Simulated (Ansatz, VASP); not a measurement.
**Cross-check of SiB between VASP and Ansatz**

One calculation is typed for both programs; each brings its own data sets and cutoff. How far apart do they land? The cell is invented: As first built, before any earlier steps moved the atoms: it takes the HfB structure with some of its atoms replaced by other elements, volume scaled by an estimate. It may not be a known or stable phase. The cell comes out of the VASP series on this material, whose earlier steps may have relaxed, scaled or displaced it; both programs get it as it stands.

Program: Ansatz 0.2.0. Level of theory: plane waves, with VASP 6.6.1 beside it; relaxation of cell and atoms at PBE. Results are calculated unless marked as measured.

## (1) The structure

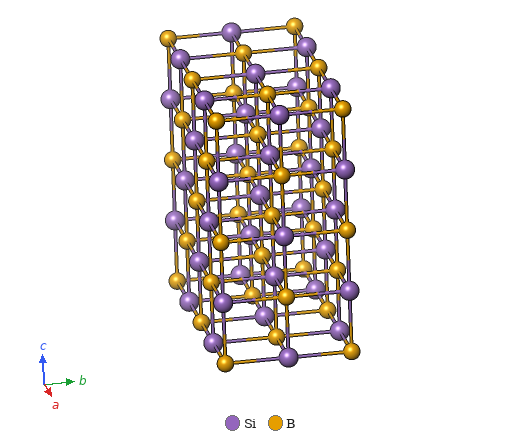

Start, viewed slightly off an axis; silicon purple, boron orange. 2×1×2 cells are drawn. This picture shows the conventional cell, with its axes. Some periodic images of atoms are drawn too.

## (2) VASP: relaxation of cell and atoms, PBE

The relaxed volume is the usual yardstick between codes: its relative difference is about their pressure difference at one cell divided by the bulk modulus.

Lines of VASP's logs that name or quote its potential files are left out, and so is its time.

INCAR

```
SYSTEM = SiB
PREC = Accurate
ENCUT = 420
EDIFF = 1E-06
NELM = 100
ISMEAR = -1
SIGMA = 0.05
LREAL = .FALSE.
ALGO = Normal
GGA = PE
NBANDS = 9
LORBIT = 11
LWAVE = .FALSE.
LCHARG = .FALSE.
KPAR = 4
IBRION = 2
NSW = 60
ISIF = 3
EDIFFG = -0.01
```

POSCAR

```
SiB
1.0
    0.0000000000      2.1606624327      2.1606624327
    2.1606624327      0.0000000000      2.1606624327
    2.1606624327      2.1606624327      0.0000000000
Si B
1 1
Direct
    0.5000000000      0.5000000000      0.5000000000
    0.0000000000      0.0000000000      0.0000000000
```

KPOINTS

```
Automatic mesh
0
Gamma
11 11 11
0 0 0
```

Potentials, in the order of the species: Si and B (PBE family, release 64).

Launch:

```
$ mpirun -np 4 vasp_std
```

Numbers of over 12 decimals in the logs are rounded to 6 here.

The program printed:

```text
[banner, memory and clock lines left out]
running    4 mpi-ranks, on    1 nodes
 distrk:  each k-point on    1 cores,    4 groups
 distr:  one band on    1 cores,    1 groups

 POSCAR found type information on POSCAR SiB
 POSCAR found :  2 types and       2 ions
 LDA part: xc-table for (Slater+PW92), standard interpolation
 POSCAR, INCAR and KPOINTS ok, starting setup
 FFT: planning ... GRIDC
 FFT: planning ... GRID_SOFT
 FFT: planning ... GRID
 WAVECAR not read
 entering main loop
       N       E                     dE             d eps       ncg     rms          rms(c)
DAV:   1    -0.103994175844E+01   -0.10399E+01   -0.28227E+03  1024   0.548E+02
DAV:   2    -0.112169757795E+02   -0.10177E+02   -0.97934E+01  1393   0.740E+01
DAV:   3    -0.113827299250E+02   -0.16575E+00   -0.16530E+00  1358   0.847E+00
DAV:   4    -0.113830532050E+02   -0.32328E-03   -0.32318E-03  1474   0.373E-01
DAV:   5    -0.113830533504E+02   -0.14545E-06   -0.14527E-06  1301   0.806E-03    0.500E+00
DAV:   6    -0.110303864726E+02    0.35267E+00   -0.84159E-01  1175   0.439E+00    0.249E+00
DAV:   7    -0.109979666545E+02    0.32420E-01   -0.17908E-01  1444   0.211E+00    0.687E-01
DAV:   8    -0.109978340022E+02    0.13265E-03   -0.13214E-03  1111   0.337E-01    0.159E-01
DAV:   9    -0.109979178148E+02   -0.83813E-04   -0.13305E-04  1379   0.110E-01    0.616E-02
DAV:  10    -0.109979184334E+02   -0.61852E-06   -0.25577E-06  1367   0.121E-02
   1 F= -.10997918E+02 E0= -.10996098E+02  d E =-.109979E+02
 curvature:   0.00 expect dE= 0.000E+00 dE for cont linesearch  0.000E+00
 trial: gam= 0.00000 g(F)=  0.182E-62 g(S)=  0.263E-04 ort = 0.000E+00 (trialstep = 0.100E+01)
 search vector abs. value=  0.263E-04
 reached required accuracy - stopping structural energy minimisation
```

From OUTCAR (step 2):

```text
ion  position               nearest neighbor table
   1  0.500  0.500  0.500-   2 2.16   2 2.16   2 2.16   2 2.16   2 2.16   2 2.16
   2  0.000  0.000  0.000-   1 2.16   1 2.16   1 2.16   1 2.16   1 2.16   1 2.16

  LATTYP: Found a face centered cubic cell.
 ALAT       =     4.3213248654

 Subroutine GETGRP returns: Found 48 space group operations
 (whereof 48 operations were pure point group operations)

The static configuration has the point symmetry O_h .

 Found     56 irreducible k-points:

   k-points           NKPTS =     56   k-points in BZ     NKDIM =     56   number of bands    NBANDS=      9

   dimension x,y,z NGX =    20 NGY =   20 NGZ =   20
   dimension x,y,z NGXF=    40 NGYF=   40 NGZF=   40

   ENCUT  =  420.0 eV  30.87 Ry    5.56 a.u.   5.11  5.11  5.11*2*pi/ulx,y,z

   NELECT =       7.0000    total number of electrons

 k-points in reciprocal lattice and weights: Automatic mesh
   0.00000000  0.00000000  0.00000000       0.001
   0.09090909  0.00000000  0.00000000       0.006
   0.18181818  0.00000000  0.00000000       0.006
   0.27272727  0.00000000  0.00000000       0.006
   0.36363636  0.00000000  0.00000000       0.006
   0.45454545  0.00000000  0.00000000       0.006
   0.09090909  0.09090909  0.00000000       0.005
   0.18181818  0.09090909  0.00000000       0.018
   0.27272727  0.09090909  0.00000000       0.018
[...]
-0.36363636  0.45454545  0.18181818       0.018
  -0.27272727  0.45454545  0.18181818       0.018

 average (electrostatic) potential at core
       1 -80.2661       2 -23.0338

 E-fermi :   9.3865

 k-point     1 :       0.0000    0.0000    0.0000
  band No.  band energies     occupation
      1      -5.6621      2.00000
      2      11.2005      0.00000
      3      11.2005      0.00000
      4      11.2005      0.00000
      5      17.9812      0.00000
      6      17.9812      0.00000
    ...

 k-point     2 :       0.0909    0.0000    0.0000
  band No.  band energies     occupation
      1      -5.4819      2.00000
      2      10.1376      0.00000
      3      11.0882      0.00000
      4      11.0882      0.00000
      5      17.8953      0.00000
      6      18.3396      0.00000
    ...

 k-point     3 :       0.1818    0.0000    0.0000
  band No.  band energies     occupation
      1      -4.9427      2.00000
      2       7.8569      2.00000
      3      10.8500      0.00000
      4      10.8500      0.00000
      5      17.1655      0.00000
      6      17.1655      0.00000
      7      17.5766      0.00000
    ...

  Total       -0.0190748     -0.0190748     -0.0190748      0.0000000      0.0000000      0.0000000
  in kB       -1.5148833     -1.5148833     -1.5148833      0.0000000      0.0000000      0.0000000
  external PRESSURE =      -1.5148833 kB  Pullay stress =       0.0000000 kB

  energy-cutoff  :      420.00
  volume of cell :       20.17
      direct lattice vectors                 reciprocal lattice vectors
     0.000000000  2.160662433  2.160662433    -0.231410512  0.231410512  0.231410512
     2.160662433  0.000000000  2.160662433     0.231410512 -0.231410512  0.231410512
     2.160662433  2.160662433  0.000000000     0.231410512  0.231410512 -0.231410512

 POSITION                                       TOTAL-FORCE (eV/Angst)
 -----------------------------------------------------------------------------------
      2.16066      2.16066      2.16066        -0.000000     -0.000000      0.000000
      0.00000      0.00000      0.00000         0.000000      0.000000     -0.000000
 -----------------------------------------------------------------------------------
    total drift:                                0.000000     -0.000000     -0.000000

  FREE ENERGIE OF THE ION-ELECTRON SYSTEM (eV)
  ---------------------------------------------------
  free  energy   TOTEN  =       -10.9979184334 eV

  energy  without entropy=      -10.9942782616  energy(sigma->0) =      -10.99609835

 reached required accuracy - stopping structural energy minimisation

 total charge
# of ion       s       p       d       tot
------------------------------------------
    1        0.726   0.853   0.000   1.579
    2        0.717   1.149   0.000   1.865
--------------------------------------------------
tot          1.443   2.002   0.000   3.444

[... 3 further parts left out ...]
```

CONTCAR:

```
SiB
   1.00000000000000
     0.0000000000000000    2.1606624327000001    2.1606624327000001
     2.1606624327000001    0.0000000000000000    2.1606624327000001
     2.1606624327000001    2.1606624327000001    0.0000000000000000
  Si              B
     1     1
Direct
     0.5000000000000000    0.5000000000000000    0.5000000000000000
     0.0000000000000000    0.0000000000000000    0.0000000000000000
```

## (3) Ansatz: relaxation of cell and atoms, PBE

Ansatz runs on its default PAW (the set named soft_2) files.

The same cell, functional, mesh and smearing now go to Ansatz, which takes its cutoff from its data sets.

input.yaml

```yaml
crystal:
  lattice:
    - [0.0, 2.1606624327, 2.1606624327]
    - [2.1606624327, 0.0, 2.1606624327]
    - [2.1606624327, 2.1606624327, 0.0]
  atoms:
    - { symbol: Si, position: [0.5, 0.5, 0.5] }
    - { symbol: B, position: [0.0, 0.0, 0.0] }
hamiltonian:
  xc: pbe
  pseudopotentials: { kind: paw }
kpoints:
  mp_grid: { grid: [11, 11, 11] }
scf:
  occupations: { method: fermi_dirac, width: 0.05 }
relax:
  f_tol: 0.01
  max_steps: 60
  cell: { stress_tol: 0.05 }
output:
  forces: true
  stress: true
```

Launch:

```
$ ansatz run input.yaml --threads 4 --pin off --max-ram 9216MiB --backend cpu --events-out ev --progress --plain --runs-dir out
```

The program printed:

```text
Engine: ansatz 0.2.0, aarch64-unknown-linux-gnu
Pseudopotentials: kind: paw
Pseudopotential: Si, paw, valence charge 4, recommended cutoff 420 eV (normal), Si.paw.azcp
Pseudopotential: B, paw, valence charge 3, recommended cutoff 420 eV (normal), B.paw.azcp
Functional definition: PBE
  parameter kappa = 0.804
  parameter beta = 0.066725
  exchange = pbe_x(kappa = kappa, mu = beta*pi^2/3)
  correlation = pbe_c(beta = beta)
Crystal: 2 atoms, lattice volume = 20.174 Å³
Basis set: ecut = 420 eV, 411 PW (Γ), exchange–correlation on 48×48×48 points (8 copies of the dense FFT grid, shifted against one another)
Bands: 8, of which v1, the nominal top of the filled ones, is band 4 counted from 1 (3 counted from 0)
Symmetry: 48 space group operations
Space group: Fm-3m (ITA 225), of the structure as read, at distance tolerance 2.7e-5 Å
k-points: 56 of 1331
Non-local potential: Si, projectors of the file, l = 0: 2, l = 1: 2, l = 2: 2
Non-local potential: B, projectors of the file, l = 0: 2, l = 1: 2, l = 2: 1
PAW form: soft (Blöchl's): semilocal exchange-correlation on the pseudo side does not see the compensation charge
PAW one-centre angular grid: Si, 110 points (default); XC on 64 Gauss nodes
PAW one-centre angular grid: B, 110 points (default); XC on 64 Gauss nodes
Initial density: superposition of atomic densities (neutral atoms: chi_scale 0, normalization atom), corrected by the library's trained network
Initial wavefunctions: pseudopotential atomic-orbital guess
Functional: x = pbe(κ = 0.804, μ = 0.219515), c = pbe(β = 0.066725)
SCF iter   1: F=—  HF=-790.600008 eV  |F-HF|=—  |Δ(HF+E_count)|=         —  Δρ=5.71e-3  dr2=7.68e-3  ethr=1.77e-3  ⟨swp⟩=5.1  Hψ=3516  notcnv=0
preconditioner: auto → none  [insulator: Δε(μ)=0.127 eV  Ē_g=13.016 eV  σ=0.050 eV  W_gap=0.55  n_scr=0 (ndim 8)  ℏωp=21.9 eV  f_vac=0.000  D(μ)=0.41/eV (n_scr^D=0)  ε∞_Penn≈3.8]
SCF iter   2: F=—  HF=-790.597641 eV  |F-HF|=—  |Δ(HF+E_count)|=   2.37e-3  Δρ=1.25e-3  dr2=2.12e-4  ethr=1.10e-4  ⟨swp⟩=2.0  Hψ=1072  notcnv=0  defer=4
SCF iter   3: F=—  HF=-790.597657 eV  |F-HF|=—  |Δ(HF+E_count)|=   1.57e-5  Δρ=5.85e-4  dr2=4.08e-5  ethr=3.02e-6  ⟨swp⟩=1.1  Hψ=447  notcnv=0  defer=4
SCF iter   4: F=—  HF=-790.597668 eV  |F-HF|=—  |Δ(HF+E_count)|=   1.12e-5  Δρ=3.83e-5  dr2=9.00e-8  ethr=5.82e-7  ⟨swp⟩=2.0  Hψ=621  notcnv=0  defer=4
iter 5 did not close the SCF: its close was put off for the readings that it lacked (scf_convergence_deferred on its scf_iter line)
SCF iter   5: F=-790.597668 eV  HF=-790.597668 eV  |F-HF|=7.98e-10  |Δ(HF+E_count)|=   1.41e-7  Δρ=2.84e-6  dr2=1.24e-9  ethr=1.29e-9  ⟨swp⟩=2.1  Hψ=621  notcnv=0  defer=4
SCF iter   6: F=-790.597668 eV  HF=-790.597668 eV  |F-HF|=8.41e-12  |Δ(HF+E_count)|=  4.99e-10  Δρ=4.97e-7  dr2=1.62e-11  ethr=1.77e-11  ⟨swp⟩=1.1  Hψ=1287  notcnv=0
SCF 1 converged in 6 iterations: F = -790.597668 eV  dr2 = 1.62e-11
  greatest PAW one-centre occupation: 0.613 electrons in one spin orbital (limit 2), on the Si atom at site 0 (counted from 0), in its partial waves of l = 0
relax step   1: F+E_penalty+E_count = -790.59766794 eV  Δ(F+E_penalty+E_count) = +0.000e0 eV  max|allowed force component| = 9.203e-31 eV/Å  Δτ_max = 0.0000 Å  P = -0.141 GPa  Ω = 20.174 Å³  (6 SCF iters, dr2 threshold 1.00e-7 eV, accepted)
[...]
relax step   2: F+E_penalty+E_count = -790.59768129 eV  Δ(F+E_penalty+E_count) = -1.335e-5 eV  max|allowed force component| = 5.444e-32 eV/Å  Δτ_max = 0.0000 Å  P = -0.060 GPa  Ω = 20.164 Å³  energy of the carried Pulay correction = +7.262e-6 eV  (2 SCF iters, dr2 threshold 4.96e-8 eV, accepted)
[...]
relax step   3: F+E_penalty+E_count = -790.59768809 eV  Δ(F+E_penalty+E_count) = -6.804e-6 eV  max|allowed force component| = 3.287e-31 eV/Å  Δτ_max = 0.0000 Å  P = +0.001 GPa  Ω = 20.157 Å³  energy of the carried Pulay correction = +1.272e-5 eV  (3 SCF iters, dr2 threshold 9.13e-9 eV, accepted)
[...]
relax step   4: F+E_penalty+E_count = -790.59767153 eV  Δ(F+E_penalty+E_count) = +1.656e-5 eV  max|allowed force component| = 9.625e-31 eV/Å  Δτ_max = 0.0000 Å  P = -0.000 GPa  Ω = 20.157 Å³  stress off target by 2.44e-4 GPa  SCF on the basis re-selected at this cell (its energy is not comparable with the rows above)  (4 SCF iters)
basis re-selected at this cell: Δ(F+E_penalty+E_count) = +1.656e-5 eV, ΔP = -0.001 GPa vs the last step (what re-selecting the basis moved, of the pressure what is left beyond the Pulay correction that the steps carried, after the strain that the cell walked since its last selection, with what the two solves' SCF thresholds leave and, on support functions, any second-order correction that the steps lacked; it is no m [...]
SCF converged after 4 iterations
Free energy (F): -790.597672 eV
Harris-Foulkes:  -790.597672 eV  (|F-HF|=9.09e-13)
Internal energy: -790.594026 eV  (E = F + TS)
E sigma→0 (E₀):  -790.595849 eV
Entropy (-TS):   -0.003645 eV (-1.823 meV/atom)
Fermi energy:    10.936844 eV
--- Per-component energies (eV) ---
  E_band       = 35.856797
  E_kinetic    = 90.728070
  E_local      = -7.666753  (includes V_loc(G=0)·N_el)
  E_nonlocal   = 36.736936
  E_hartree    = 3.707003
  E_xc         = -88.329075
  E_vxc        = -86.374805  (∫ρ·V_xc dr)
  E_paw        = -591.156732  (= ΣΔE_a)
  E_vpaw       = -4.980664  (= ΣTr[D̂ρ^β])
  E_aug_tail   = 0.000003  (compensation charges beyond the density's cutoff)
  E_ewald      = -234.613477
  E_smearing   = -0.003645  (= −TS)
  E_closure    = 0.000000  (closes the sum)
  Σ components = -790.597672   (vs F -790.597672, Δ=0.00e0)
--- Forces (eV/Å), atoms counted from 1 ---
  atom   1  Si    -0.00000000    -0.00000000    -0.00000000
  atom   2  B     -0.00000000     0.00000000    -0.00000000
  max |Σ_I F_I| component: 3.02e-30 eV/Å
--- Stress (GPa, compression-positive) ---
       -0.000244       0.000000       0.000000
        0.000000      -0.000244       0.000000
        0.000000       0.000000      -0.000244
  P = ⅓ Tr σ = -0.0002 GPa (-0.002 kbar)
--- Relaxed structure (3 steps of the walk, 3 accepted, 1 SCFs on fresh bases) ---
  F+E_penalty+E_count = -790.59767153 eV   max|allowed force component| = 9.625e-31 eV/Å   (the final SCF, on the basis selected at the relaxed cell)
  cell:  # Å, volume = 20.1569 Å³
    - [0, 2.160055, 2.160055]
    - [2.160055, 0, 2.160055]
    - [2.160055, 2.160055, 0]
  atoms:
    - { symbol: Si, position: [0.500000, 0.500000, 0.500000] }
    - { symbol: B, position: [0, 0, 0] }
```

The job ended after 1.6 s (4 threads of Arm Neoverse V1, shared host; peak memory 0.27 GiB; 3.6 s of CPU time).

## (4) Comparison

Known differences besides the PAW data sets themselves: both relaxations stop at a tolerance, which leaves soft axes loose, and VASP keeps its plane-wave basis; VASP leaves aspherical gradient terms in its spheres out (LASPH is not set), Ansatz keeps them; Ansatz adds a Pulay correction to the stress that steers its cell, VASP none. Total energies have different zeros and are not compared.

Both answers:

```tsv
quantity	Ansatz	VASP	difference
volume (Å³)	20.16	20.17	-0.08 %
edge a after relaxation, in the typed setting (Å)	3.055	3.056	-0.03 %
```

The walks stopped with 0.00 GPa left in Ansatz and -0.15 GPa in VASP; each walk ends within a tolerance, so the volume difference is uncertain by about these residues over the bulk modulus, most in soft cells.

## (5) Summary of results

| Property | Result |
| --- | --- |
| difference in volume (relaxation of cell and atoms, PBE) | -0.084 % |

The difference in volume is -0.084 % (relaxation of cell and atoms, PBE), within the 1.2 % picked in this series as the mark of a large difference, as far as the stopping tolerances let one tell. How closely two codes agree says nothing of how well the functional describes the real material.

[Lines on the potential files, build, host, timing and source positions are cut from VASP's logs without a mark.]

[Logs are printed without paths, hosts, clocks, repeated set-up lines and the standing remarks that a program may print on its own settings, such as how far it seeks lower states.]

[Hosts, paths, dates, database ids (printed as entryN), source tags and the programs' standing remarks are cut or masked in the printed files.]
